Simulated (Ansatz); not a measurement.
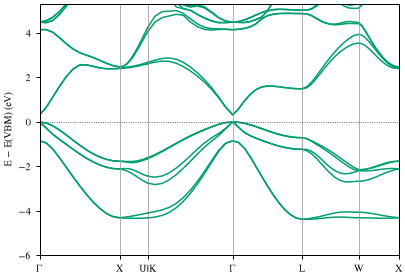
Fig. 1. Band structure from the program Ansatz at the PBE with spin–orbit coupling level (PAW)

Problem. Read off the gap and where the band edges lie.

Solution. About 0.3 eV (0.32 eV by a search for the band edges); maximum at Γ, minimum at Γ.

The material is CdTe (zinc blende, F-43m).

The PBE relaxation kept the symmetry of its start; of distortions, only those at the zone centre were tested.

Potentials: the later of the program's two PAW sets.
